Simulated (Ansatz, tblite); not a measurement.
# B(H2S)H3 (BH5S): which spin state is lowest

Aim: set other spin states of B(H2S)H3 (BH5S) against its singlet, on many levels of theory.

Method: as each input shows; program: Ansatz 0.2.0, Gaussian basis.

Levels to be run: triplet, at the geometry of the singlet (GFN1-xTB, GFN2-xTB, PBE0-D4/def2-TZVP, PBE-D4/def2-TZVP, r2SCAN-D4/def2-TZVP); the singlet's energies come from earlier runs.

## 1. The relaxed structure

The singlet was relaxed beforehand with B3LYP-D4/def2-TZVP.

7 atoms, charge 0, spin multiplicity 1.

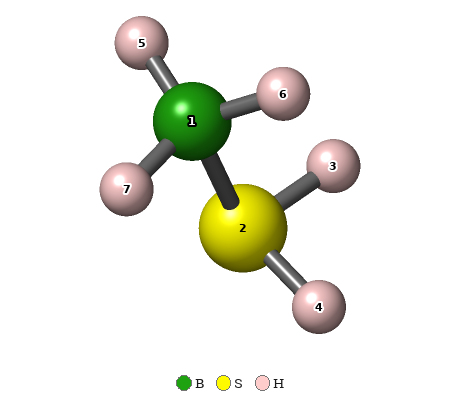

The structure; boron green, sulfur yellow, hydrogen pink; atoms are numbered from 1 in the order of the file.

## 2. Triplet at the fixed geometry, GFN1-xTB

Tight binding, by tblite at 300 K electronic temperature and without a spin-polarisation term:

```python
tblite.interface.Calculator('GFN1-xTB', numbers, positions, charge=0, uhf=2).singlepoint()
```

Energy -203.8035 eV; 0.003 s.

## 3. Triplet at the fixed geometry, GFN2-xTB

Tight binding, by tblite at 300 K electronic temperature and without a spin-polarisation term:

```python
tblite.interface.Calculator('GFN2-xTB', numbers, positions, charge=0, uhf=2).singlepoint()
```

Energy -184.9360 eV; 0.002 s.

## 4. Triplet at the fixed geometry, PBE0-D4/def2-TZVP

in.yaml

```yaml
crystal:
  periodic: [false, false, false]
  atoms:
    - {symbol: B, position_ang: [0.119021, -0.202611, -0.854147]}
    - {symbol: S, position_ang: [0.122074, -0.211447, 1.175975]}
    - {symbol: H, position_ang: [0.522712, 1.034960, 1.490512]}
    - {symbol: H, position_ang: [-1.160478, 0.053572, 1.488700]}
    - {symbol: H, position_ang: [1.303036, -0.224909, -1.061677]}
    - {symbol: H, position_ang: [-0.462113, 0.794370, -1.175936]}
    - {symbol: H, position_ang: [-0.444262, -1.243945, -1.063428]}
basis:
  gaussian: {orbitals: def2-TZVP}
magnetization: {spin_polarized: true, initial_magnetization: 2}
hamiltonian: {xc: pbe0, dispersion: d4}
scf: {omitted_lower_state_checks: [starts]}
output: {orbitals: {seedname: orbitals}}
```

Command:

```bash
ansatz run in.yaml --threads 4 --pin off --events-out ev --progress --plain --max-ram 3916MiB
```

Standard output:

```text
Functional definition: PBE0
  name "PBE0"
  cite "Adamo & Barone, J. Chem. Phys. 110, 6158 (1999) doi:10.1063/1.478522"
  cite "Perdew, Burke & Ernzerhof, Phys. Rev. Lett. 77, 3865 (1996) doi:10.1103/PhysRevLett.77.3865"
  parent pbe
  parameter a = 0.25
  parameter kappa = 0.804
  parameter beta = 0.06672455060314922
  exchange = (1 - a)*pbe_x(kappa = kappa, mu = beta*pi^2/3) + a*exact_x
  correlation = pbe_c(beta = beta)
these checks for a lower state are left out or cut short: starts
660 factors; their error is unknown
mean field evaluation 1: about -11573.3321 eV, gradient 3.1e1 eV
mean field evaluation 2: about -11555.2035 eV, gradient 5.7e1 eV
mean field evaluation 4: about -11581.6840 eV, gradient 5.5e0 eV
mean field evaluation 8: about -11581.8914 eV, gradient 2.4e-1 eV
mean field evaluation 16: about -11581.9115 eV, gradient 2.7e-4 eV
mean field -11581.91148864 eV, -425.6273967060 hartree, gradient 1.8e-5 eV, S^2 2.009798; 0 other end points of the search recorded, 0 dependent functions left out
reference -11581.91152292 eV, -425.6273979656 hartree; 14, 12 occupied and 84, 86 virtual orbitals, 660 factors
Total energy: -11581.98337584 eV, -425.6300385118 hartree
Checks for a lower state left out: starts
```

Run time: 1 s. Hardware: 4 threads of Arm Neoverse V2, shared host.

HOMO -2.77 eV, LUMO -6.67 eV (over both spins; with the spin held, an empty level of the minority spin lies below the top filled one); ⟨S²⟩ 2.010 (pure: 2.00).

## 5. Triplet at the fixed geometry, PBE-D4/def2-TZVP

start.molden holds the orbitals of an earlier run on this state, given as this run's starting guess.

in.yaml: that of step 4 with these lines changed.

```diff
@@ -11,5 +11,5 @@
 basis:
-  gaussian: {orbitals: def2-TZVP}
+  gaussian: {orbitals: def2-TZVP, initial_orbitals: start.molden}
 magnetization: {spin_polarized: true, initial_magnetization: 2}
-hamiltonian: {xc: pbe0, dispersion: d4}
+hamiltonian: {xc: pbe, dispersion: d4}
 scf: {omitted_lower_state_checks: [starts]}
```

Launched as before.

Standard output:

```text
Functional definition: PBE
  name "PBE"
  cite "Perdew, Burke & Ernzerhof, Phys. Rev. Lett. 77, 3865 (1996) doi:10.1103/PhysRevLett.77.3865"
  parent pbe
  parameter kappa = 0.804
  parameter beta = 0.06672455060314922
  exchange = pbe_x(kappa = kappa, mu = beta*pi^2/3)
  correlation = pbe_c(beta = beta)
these checks for a lower state are left out or cut short: starts
650 factors; their error is unknown
mean field evaluation 1: about -11580.8276 eV, gradient 5.8e0 eV
mean field evaluation 2: about -11580.9080 eV, gradient 2.6e-1 eV
mean field evaluation 4: about -11580.9045 eV, gradient 8.5e-2 eV
mean field evaluation 8: about -11580.9045 eV, gradient 1.8e-5 eV
mean field -11580.90451907 eV, -425.5903912570 hartree, gradient 1.6e-6 eV, S^2 2.005205; 0 other end points of the search recorded, 0 dependent functions left out
reference -11580.90456508 eV, -425.5903929477 hartree; 14, 12 occupied and 84, 86 virtual orbitals, 650 factors
Total energy: -11580.99165289 eV, -425.5935933657 hartree
Checks for a lower state left out: starts
```

Wall time 0.95 s (4 threads of Arm Neoverse V2, shared host).

Report: HOMO -1.67 eV, LUMO -7.59 eV (over both spins; with the spin held, an empty level of the minority spin lies below the top filled one); ⟨S²⟩ 2.005 (pure: 2.00).

## 6. Triplet at the fixed geometry, r2SCAN-D4/def2-TZVP

in.yaml: that of step 5 with these lines changed.

```diff
@@ -13,3 +13,3 @@
 magnetization: {spin_polarized: true, initial_magnetization: 2}
-hamiltonian: {xc: pbe, dispersion: d4}
+hamiltonian: {xc: r2scan, dispersion: d4}
 scf: {omitted_lower_state_checks: [starts]}
```

Same command.

Standard output:

```text
Functional definition: r2SCAN
  name "r2SCAN"
  cite "Furness, Kaplan, Ning, Perdew & Sun, J. Phys. Chem. Lett. 11, 8208 (2020) doi:10.1021/acs.jpclett.0c02405"
  cite "Furness, Kaplan, Ning, Perdew & Sun, J. Phys. Chem. Lett. 11, 9248 (2020) doi:10.1021/acs.jpclett.0c03077"
  parent r2scan
  parameter k0 = 0.174
  parameter k1 = 0.065
  parameter a1 = 4.9479
  exchange = r2scan_x(k0 = k0, k1 = k1, a1 = a1)
  correlation = r2scan_c
these checks for a lower state are left out or cut short: starts
650 factors; their error is unknown
mean field evaluation 1: about -11585.6088 eV, gradient 4.2e0 eV
mean field evaluation 2: about -11585.6394 eV, gradient 9.6e-2 eV
mean field evaluation 4: about -11585.6298 eV, gradient 1.9e-2 eV
mean field evaluation 8: about -11585.6299 eV, gradient 1.6e-5 eV
mean field -11585.62986186 eV, -425.7640444013 hartree, gradient 1.6e-5 eV, S^2 2.011645; 0 other end points of the search recorded, 0 dependent functions left out
reference -11585.62987709 eV, -425.7640449610 hartree; 14, 12 occupied and 84, 86 virtual orbitals, 650 factors
Total energy: -11585.64982527 eV, -425.7647780430 hartree
Checks for a lower state left out: starts
```

Run time: 1.7 s. Hardware: 4 threads of Arm Neoverse V2, shared host.

Report: HOMO -1.94 eV, LUMO -7.40 eV (over both spins; with the spin held, an empty level of the minority spin lies below the top filled one); ⟨S²⟩ 2.012 (pure: 2.00).

## 7. Triplet less singlet, vertical

The singlet's energies are those of its earlier runs, whose logs aren't repeated here.

```csv
level,"triplet less singlet, vertical (kJ/mol)",time
GFN1-xTB,+683.4,0.006 s
GFN2-xTB,+566.2,0.004 s
PBE-D4/def2-TZVP,+582.4,1.4 s
r2SCAN-D4/def2-TZVP,+591.1,2.8 s
PBE0-D4/def2-TZVP,+604.3,1.6 s
```

Times add the two runs; a level without a time comes out of a correlated run. Tight binding without a spin term can't rank spin states.

## 8. Outcome

```
                                                quantity                                       value
triplet less singlet, vertical, functionals in def2-TZVP  +582.4 (PBE-D4) to +604.3 kJ/mol (PBE0-D4)
```

**Reading.** All functionals put the triplet above the singlet, over a spread of 21.9 kJ/mol. The checks for a lower triplet were left out, so another state of that spin may lie lower. These are electronic energies, without zero-point motion, entropy or surroundings.
